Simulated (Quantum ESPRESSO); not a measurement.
**Magnetic state of NiS from several starts**

Does NiS prefer parallel or opposed moments, or none?

Method: LDA; plane waves with GBRV 1.5 LDA potentials, no spin-orbit coupling, in Quantum ESPRESSO 7.5.

The database entry behind the starting cell differs from later determinations by our own check (about 0.4 % short), so it need not match the best structure at ambient conditions.

**1. Starting point**

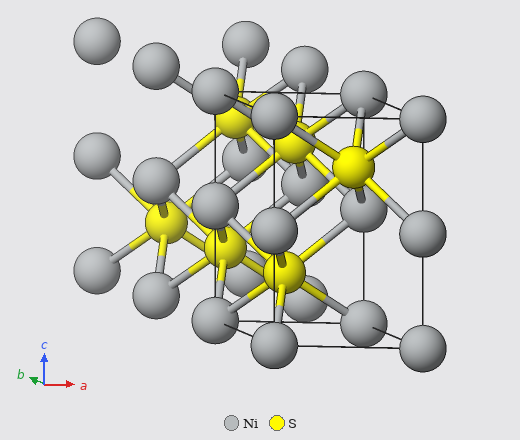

The cell as given, slightly off an axis (nickel light grey, sulfur yellow). 1×3×1 cells are drawn. Bonds to atoms that aren't drawn are left out. Some periodic images of atoms are drawn too.

The cell comes from the Crystallography Open Database.

**2. Run 1 (ferro ++)**

The signs are those of the starting moments on the seeded atoms, the atoms that are given a moment.

Input file pw.in:

```
&CONTROL
  calculation = 'scf'
  prefix = 'pwscf'
  outdir = './tmp'
  pseudo_dir = './pseudo'
  disk_io = 'nowf'
/
&SYSTEM
  ibrav = 0
  celldm(1) = 8
  nat = 4
  ntyp = 2
  ecutwfc = 40
  ecutrho = 280
  nbnd = 35
  occupations = 'smearing'
  smearing = 'fd'
  degauss = 0.00367493
  nspin = 2
  starting_magnetization(1) = 0.1111
  starting_magnetization(2) = 0
/
&ELECTRONS
  conv_thr = 8d-09
  electron_maxstep = 150
  mixing_beta = 0.3
/
ATOMIC_SPECIES
Ni     58.6934 ni_lda_v1.4.uspp.F.UPF
S      32.0600 s_lda_v1.4.uspp.F.UPF
CELL_PARAMETERS alat
   0.8090389971054    0.0000000000000    0.0000000000000
  -0.4045194985527    0.7006483241546    0.0000000000000
   0.0000000000000    0.0000000000000    1.2613921881877
ATOMIC_POSITIONS crystal
Ni      0.0000000000    0.0000000000    0.0000000000
Ni      0.0000000000    0.0000000000    0.5000000000
S       0.3333333333    0.6666666667    0.2500000000
S       0.6666666667    0.3333333333    0.7500000000
K_POINTS automatic
6 6 6 0 0 0
```

On the command line:

```sh
$ OMP_NUM_THREADS=1 mpirun -n 4 pw.x -nk 4 -in pw.in > pw.out
```

Output:

```text
Program PWSCF v.7.5 starts

     Message from routine setup:
     using ibrav=0 with symmetry is DISCOURAGED, use correct ibrav instead

     K-points division:     npool     =       4
     Subspace diagonalization in iterative solution of the eigenvalue problem:

     G-vector sticks info
     --------------------
     sticks:   dense  smooth     PW     G-vecs:    dense   smooth      PW
     Sum         805     463    151                28913    12431    2189

     Using Slab Decomposition

     bravais-lattice index     =            0
     lattice parameter (alat)  =       8.0000  a.u.
     unit-cell volume          =     366.0915 (a.u.)^3
     number of atoms/cell      =            4
     number of atomic types    =            2
     number of electrons       =        48.00
     number of Kohn-Sham states=           35
     kinetic-energy cutoff     =      40.0000  Ry
     charge density cutoff     =     280.0000  Ry
     scf convergence threshold =      8.0E-09
     mixing beta               =       0.3000
     number of iterations used =            8  plain     mixing
     Exchange-correlation=  SLA  PZ   NOGX NOGC
                           (   1   1   0   0   0   0   0)

     celldm(1)=   8.000000  celldm(2)=   0.000000  celldm(3)=   0.000000
     celldm(4)=   0.000000  celldm(5)=   0.000000  celldm(6)=   0.000000

     crystal axes: (cart. coord. in units of alat)
               a(1) = (   0.809039   0.000000   0.000000 )
               a(2) = (  -0.404519   0.700648   0.000000 )
               a(3) = (   0.000000   0.000000   1.261392 )

     reciprocal axes: (cart. coord. in units 2 pi/alat)
               b(1) = (  1.236034  0.713625 -0.000000 )
               b(2) = (  0.000000  1.427250  0.000000 )
               b(3) = (  0.000000 -0.000000  0.792775 )

     PseudoPot. # 1 for Ni read from file:
     ni_lda_v1.4.uspp.F.UPF
     Pseudo is Ultrasoft + core correction, Zval = 18.0
     Generated by new atomic code, or converted to UPF format
     Using radial grid of  865 points,  6 beta functions with:
                l(1) =   0
                l(2) =   0
                l(3) =   1
                l(4) =   1
                l(5) =   2
                l(6) =   2
     Q(r) pseudized with 10 coefficients,  rinner =    0.980   0.980   0.980
                                                       0.980   0.980

     PseudoPot. # 2 for S  read from file:
     s_lda_v1.4.uspp.F.UPF
     Pseudo is Ultrasoft + core correction, Zval =  6.0
     Generated by new atomic code, or converted to UPF format
     Using radial grid of  907 points,  6 beta functions with:
                l(1) =   0
                l(2) =   0
                l(3) =   1
                l(4) =   1
                l(5) =   2
                l(6) =   2
     Q(r) pseudized with  8 coefficients,  rinner =    1.300   1.300   1.300
                                                       1.300   1.300

     atomic species   valence    mass     pseudopotential
     Ni               18.00    58.69340     Ni( 1.00)
     S                 6.00    32.06000     S ( 1.00)

     Starting magnetic structure
     atomic species   magnetization
     Ni              0.111
     S               0.000

     24 Sym. Ops., with inversion, found (12 have fractional translation)

   Cartesian axes

     site n.     atom                  positions (alat units)
         1        Ni     tau(   1) = (   0.0000000   0.0000000   0.0000000  )
         2        Ni     tau(   2) = (   0.0000000   0.0000000   0.6306961  )
         3        S      tau(   3) = (  -0.0000000   0.4670989   0.3153480  )
         4        S      tau(   4) = (   0.4045195   0.2335494   0.9460441  )

     number of k points=    28  Fermi-Dirac smearing, width (Ry)=  0.0037
                       cart. coord. in units 2pi/alat
        k(    1) = (   0.0000000   0.0000000   0.0000000), wk =   0.0046296
        k(    2) = (   0.0000000   0.0000000   0.1321291), wk =   0.0092593
        k(    3) = (   0.0000000   0.0000000   0.2642583), wk =   0.0092593
        k(    4) = (   0.0000000   0.0000000  -0.3963874), wk =   0.0046296
        k(    5) = (   0.0000000   0.2378749   0.0000000), wk =   0.0277778
        [... 23 further k-points ...]

     Dense  grid:    28913 G-vectors     FFT dimensions: (  36,  36,  54)

     Smooth grid:    12431 G-vectors     FFT dimensions: (  27,  27,  48)

     Check: negative core charge=   -0.000010
     Generating pointlists ...
     new r_m :   0.2325 (alat units)  1.8598 (a.u.) for type    1
     new r_m :   0.2325 (alat units)  1.8598 (a.u.) for type    2

     Initial potential from superposition of free atoms

     starting charge      43.9999, renormalised to      48.0000
     Starting wfcs are   34 randomized atomic wfcs +    1 random wfcs

     Self-consistent Calculation

     iteration #  1     ecut=    40.00 Ry     beta= 0.30
     Davidson diagonalization with overlap
     ethr =  1.00E-02,  avg # of iterations =  6.5

     total energy              =    -702.43283488 Ry
     estimated scf accuracy    <      99.19450053 Ry

     total magnetization       =     0.26 Bohr mag/cell
     absolute magnetization    =     0.42 Bohr mag/cell

     iteration #  2     ecut=    40.00 Ry     beta= 0.30
     Davidson diagonalization with overlap
     ethr =  1.00E-02,  avg # of iterations =  3.0

     total energy              =    -734.24127501 Ry
     estimated scf accuracy    <      33.83052378 Ry

     total magnetization       =     0.14 Bohr mag/cell
     absolute magnetization    =     0.19 Bohr mag/cell

     iteration #  3     ecut=    40.00 Ry     beta= 0.30
     Davidson diagonalization with overlap
     ethr =  1.00E-02,  avg # of iterations =  2.0

     total energy              =    -733.77113928 Ry
     estimated scf accuracy    <       7.55829890 Ry

     total magnetization       =     0.34 Bohr mag/cell
     absolute magnetization    =     0.39 Bohr mag/cell

     [... further iterations left out ...]

     iteration # 13     ecut=    40.00 Ry     beta= 0.30
     Davidson diagonalization with overlap
     ethr =  1.80E-06,  avg # of iterations =  1.5

     total energy              =    -734.67784008 Ry
     estimated scf accuracy    <       0.00008220 Ry

     total magnetization       =    -0.02 Bohr mag/cell
     absolute magnetization    =     0.02 Bohr mag/cell

     iteration # 14     ecut=    40.00 Ry     beta= 0.30
     Davidson diagonalization with overlap
     ethr =  1.71E-07,  avg # of iterations =  1.6

     total energy              =    -734.67785495 Ry
     estimated scf accuracy    <       0.00000050 Ry

     total magnetization       =    -0.00 Bohr mag/cell
     absolute magnetization    =     0.00 Bohr mag/cell

     iteration # 15     ecut=    40.00 Ry     beta= 0.30
     Davidson diagonalization with overlap
     ethr =  1.04E-09,  avg # of iterations =  4.5

     total energy              =    -734.67785522 Ry
     estimated scf accuracy    <       0.00000008 Ry

     total magnetization       =    -0.00 Bohr mag/cell
     absolute magnetization    =     0.00 Bohr mag/cell

     iteration # 16     ecut=    40.00 Ry     beta= 0.30
     Davidson diagonalization with overlap
     ethr =  1.76E-10,  avg # of iterations =  2.1

     Magnetic moment per site  (integrated on atomic sphere of radius R)
     atom   1 (R=0.232)  charge= 16.4571  magn=  0.0002
     atom   2 (R=0.232)  charge= 16.4571  magn=  0.0002
     atom   3 (R=0.232)  charge=  4.0156  magn=  0.0001
     atom   4 (R=0.232)  charge=  4.0156  magn=  0.0001

     End of self-consistent calculation

     [... lines left out ...]
     the Fermi energy is    12.5430 ev

!    total energy              =    -734.67785529 Ry
     estimated scf accuracy    <          7.5E-09 Ry
     smearing contrib. (-TS)   =      -0.00167518 Ry
     internal energy E=F+TS    =    -734.67618010 Ry

     The total energy is F=E-TS. E is the sum of the following terms:
     one-electron contribution =    -519.40194916 Ry
     hartree contribution      =     284.18875730 Ry
     xc contribution           =     -87.06010845 Ry
     ewald contribution        =    -412.40287979 Ry

     total magnetization       =     0.00 Bohr mag/cell
     absolute magnetization    =     0.00 Bohr mag/cell

     convergence has been achieved in  16 iterations

=------------------------------------------------------------------------------=
   JOB DONE.
=------------------------------------------------------------------------------=
```

The job ended after 24 s (4 MPI ranks of Arm Neoverse V2, shared host; peak memory 0.39 GiB; 96 s of CPU time).

Spin moment in the atom's sphere by atom:

```csv
atom,spin moment in the atom's sphere (μB)
Ni1,0.0002
Ni2,0.0002
S3,0.0001
S4,0.0001
```

This step gave:

| Quantity | Value |
| --- | --- |
| smearing term TS | 0.02279 eV |
| magnetization | 0 μB |
| absolute magnetization | 0 μB |
| final state | non-magnetic |

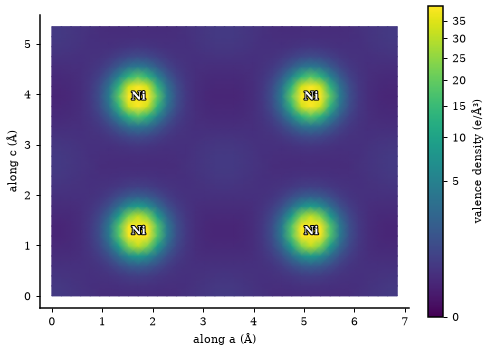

Valence density in the ac plane at fractional y = 0.000, with atoms of Ni within 0.2 Å of it. It is the smooth field of the valence electrons, not physical close to the nuclei. The map starts off the cell's origin, so that atoms lie inside it. The colour scale is stretched toward low values.

**3. Start 2: antiferro q=(0,1/2,0) +−−+**

The cell is doubled to 8 atoms to hold this order. The wavevector q is in fractions of the reciprocal vectors of the crystal's primitive cell, as the cells of these inputs are built from it; moments change sign between cells as cos(2π q·R).

Input file pw.in:

```
&CONTROL
  calculation = 'scf'
  prefix = 'pwscf'
  outdir = './tmp'
  pseudo_dir = './pseudo'
  disk_io = 'nowf'
/
&SYSTEM
  ibrav = 0
  celldm(1) = 8
  nat = 8
  ntyp = 3
  ecutwfc = 40
  ecutrho = 280
  nbnd = 61
  occupations = 'smearing'
  smearing = 'fd'
  degauss = 0.00367493
  nspin = 2
  starting_magnetization(1) = 0.1111
  starting_magnetization(2) = -0.1111
  starting_magnetization(3) = 0
/
&ELECTRONS
  conv_thr = 1.6d-08
  electron_maxstep = 150
  mixing_beta = 0.3
/
ATOMIC_SPECIES
Ni1    58.6934 ni_lda_v1.4.uspp.F.UPF
Ni2    58.6934 ni_lda_v1.4.uspp.F.UPF
S      32.0600 s_lda_v1.4.uspp.F.UPF
CELL_PARAMETERS alat
   0.8090389971054    0.0000000000000    0.0000000000000
  -0.8090389971054    1.4012966483092    0.0000000000000
   0.0000000000000    0.0000000000000    1.2613921881877
ATOMIC_POSITIONS crystal
Ni1     0.0000000000    0.0000000000    0.0000000000
Ni2     0.0000000000    0.5000000000    0.0000000000
Ni2     0.0000000000    0.0000000000    0.5000000000
Ni1     0.0000000000    0.5000000000    0.5000000000
S       0.3333333333    0.3333333334    0.2500000000
S       0.3333333333    0.8333333333    0.2500000000
S       0.6666666667    0.1666666666    0.7500000000
S       0.6666666667    0.6666666666    0.7500000000
K_POINTS automatic
6 3 6 0 0 0
```

Output:

```text
[banner, memory and clock lines left out]
Program PWSCF v.7.5 starts

     Message from routine setup:
     using ibrav=0 with symmetry is DISCOURAGED, use correct ibrav instead

     bravais-lattice index     =            0
     lattice parameter (alat)  =       8.0000  a.u.
     unit-cell volume          =     732.1830 (a.u.)^3
     number of atoms/cell      =            8
     number of atomic types    =            3
     number of electrons       =        96.00
     number of Kohn-Sham states=           61
     kinetic-energy cutoff     =      40.0000  Ry
     charge density cutoff     =     280.0000  Ry
     scf convergence threshold =      1.6E-08
     mixing beta               =       0.3000
     number of iterations used =            8  plain     mixing
     Exchange-correlation=  SLA  PZ   NOGX NOGC
                           (   1   1   0   0   0   0   0)

     celldm(1)=   8.000000  celldm(2)=   0.000000  celldm(3)=   0.000000
     celldm(4)=   0.000000  celldm(5)=   0.000000  celldm(6)=   0.000000

     crystal axes: (cart. coord. in units of alat)
               a(1) = (   0.809039   0.000000   0.000000 )
               a(2) = (  -0.809039   1.401297   0.000000 )
               a(3) = (   0.000000   0.000000   1.261392 )

     reciprocal axes: (cart. coord. in units 2 pi/alat)
               b(1) = (  1.236034  0.713625 -0.000000 )
               b(2) = (  0.000000  0.713625  0.000000 )
               b(3) = (  0.000000 -0.000000  0.792775 )

     PseudoPot. # 1 for Ni read from file:
     ni_lda_v1.4.uspp.F.UPF
     Pseudo is Ultrasoft + core correction, Zval = 18.0

     PseudoPot. # 2 for Ni read from file:
     ni_lda_v1.4.uspp.F.UPF
     Pseudo is Ultrasoft + core correction, Zval = 18.0

     PseudoPot. # 3 for S  read from file:
     s_lda_v1.4.uspp.F.UPF
     Pseudo is Ultrasoft + core correction, Zval =  6.0

     atomic species   valence    mass     pseudopotential
     Ni1              18.00    58.69340     Ni( 1.00)
     Ni2              18.00    58.69340     Ni( 1.00)
     S                 6.00    32.06000     S ( 1.00)

     Starting magnetic structure
     atomic species   magnetization
     Ni1             0.111
     Ni2            -0.111
     S               0.000

      8 Sym. Ops., with inversion, found ( 4 have fractional translation)

   Cartesian axes

     site n.     atom                  positions (alat units)
         1        Ni1    tau(   1) = (   0.0000000   0.0000000   0.0000000  )
         2        Ni2    tau(   2) = (  -0.4045195   0.7006483   0.0000000  )
         3        Ni2    tau(   3) = (   0.0000000   0.0000000   0.6306961  )
         4        Ni1    tau(   4) = (  -0.4045195   0.7006483   0.6306961  )
         5        S      tau(   5) = (  -0.0000000   0.4670989   0.3153480  )
         6        S      tau(   6) = (  -0.4045195   1.1677472   0.3153480  )
         7        S      tau(   7) = (   0.4045195   0.2335494   0.9460441  )
         8        S      tau(   8) = (   0.0000000   0.9341978   0.9460441  )

     number of k points=    32  Fermi-Dirac smearing, width (Ry)=  0.0037
                       cart. coord. in units 2pi/alat
        k(    1) = (   0.0000000   0.0000000   0.0000000), wk =   0.0092593
        k(    2) = (   0.0000000   0.0000000   0.1321291), wk =   0.0185185
        k(    3) = (   0.0000000   0.0000000   0.2642583), wk =   0.0185185
        k(    4) = (   0.0000000   0.0000000  -0.3963874), wk =   0.0092593
        k(    5) = (   0.0000000   0.2378749   0.0000000), wk =   0.0185185
        [... 27 further k-points ...]

     Dense  grid:    57893 G-vectors     FFT dimensions: (  36,  72,  54)

     Smooth grid:    24935 G-vectors     FFT dimensions: (  27,  54,  48)

     Check: negative core charge=   -0.000010
     Generating pointlists ...
     new r_m :   0.2325 (alat units)  1.8598 (a.u.) for type    1
     new r_m :   0.2325 (alat units)  1.8598 (a.u.) for type    2
     new r_m :   0.2325 (alat units)  1.8598 (a.u.) for type    3

     Initial potential from superposition of free atoms

     starting charge      87.9999, renormalised to      96.0000
     Starting wfcs are   68 randomized atomic wfcs

     Self-consistent Calculation

     iteration #  1     ecut=    40.00 Ry     beta= 0.30
     Davidson diagonalization with overlap
     ethr =  1.00E-02,  avg # of iterations =  6.5

     total energy              =   -1405.06280180 Ry
     estimated scf accuracy    <     197.93632006 Ry

     total magnetization       =    -0.00 Bohr mag/cell
     absolute magnetization    =     1.09 Bohr mag/cell

     iteration #  2     ecut=    40.00 Ry     beta= 0.30
     Davidson diagonalization with overlap
     ethr =  1.00E-02,  avg # of iterations =  3.9

     total energy              =   -1468.47383451 Ry
     estimated scf accuracy    <      67.45397117 Ry

     total magnetization       =    -0.00 Bohr mag/cell
     absolute magnetization    =     0.37 Bohr mag/cell

     [... further iterations left out ...]

     iteration # 17     ecut=    40.00 Ry     beta= 0.30
     Davidson diagonalization with overlap
     ethr =  2.26E-10,  avg # of iterations =  5.7

     total energy              =   -1469.35571055 Ry
     estimated scf accuracy    <       0.00000009 Ry

     total magnetization       =     0.00 Bohr mag/cell
     absolute magnetization    =     0.00 Bohr mag/cell

     iteration # 18     ecut=    40.00 Ry     beta= 0.30
     Davidson diagonalization with overlap
     ethr =  9.12E-11,  avg # of iterations =  2.2

     Magnetic moment per site  (integrated on atomic sphere of radius R)
     atom   1 (R=0.232)  charge= 16.4571  magn= -0.0000
     atom   2 (R=0.232)  charge= 16.4571  magn=  0.0000
     atom   3 (R=0.232)  charge= 16.4571  magn=  0.0000
     atom   4 (R=0.232)  charge= 16.4571  magn= -0.0000
     atom   5 (R=0.232)  charge=  4.0157  magn=  0.0000
     atom   6 (R=0.232)  charge=  4.0157  magn=  0.0000
     atom   7 (R=0.232)  charge=  4.0157  magn=  0.0000
     atom   8 (R=0.232)  charge=  4.0157  magn=  0.0000

     End of self-consistent calculation

     [... lines left out ...]
     the Fermi energy is    12.5430 ev

!    total energy              =   -1469.35571058 Ry
     estimated scf accuracy    <          7.4E-09 Ry
     smearing contrib. (-TS)   =      -0.00335034 Ry
     internal energy E=F+TS    =   -1469.35236024 Ry

     The total energy is F=E-TS. E is the sum of the following terms:
     one-electron contribution =   -1038.80147299 Ry
     hartree contribution      =     568.37487297 Ry
     xc contribution           =    -174.12000065 Ry
     ewald contribution        =    -824.80575957 Ry

     total magnetization       =     0.00 Bohr mag/cell
     absolute magnetization    =     0.00 Bohr mag/cell

     convergence has been achieved in  18 iterations
```

The job ended after 2.1 min (4 MPI ranks; peak memory 0.73 GiB; 8.6 min of CPU time).

The spin moment in the atom's sphere vanishes on all atoms.

Numbers from this step:

```yaml
smearing_term_ts: 0.04558 eV
magnetization: 0 μB
absolute_magnetization: 0 μB
final_state: non-magnetic
```

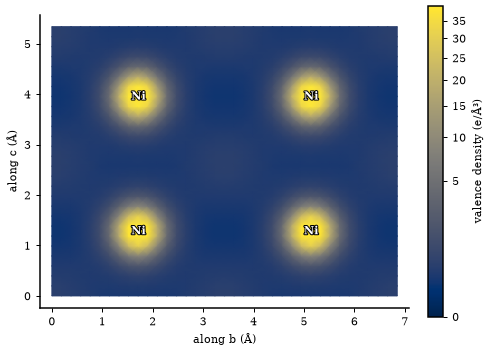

Valence density in the bc plane at fractional x = 0.000, with atoms of Ni within 0.2 Å of it. It is the smooth field of the valence electrons, not physical close to the nuclei. The map starts off the cell's origin, so that atoms lie inside it. The colour scale is stretched toward low values.

[end of part 1 of 2]

[Logs and program files are shortened in this print: banners, set-up blocks, solver, clock and traceback lines can be left out without a mark of their own.]

[Logs are printed without paths, hosts, clocks, repeated set-up lines and the standing remarks that a program may print on its own settings, such as how far it seeks lower states.]

[Hosts, paths, dates, database ids (printed as entryN), source tags and the programs' standing remarks are cut or masked in the printed files.]

[Where a cell is said to come from a database of computed structures, the database is the Materials Project.]
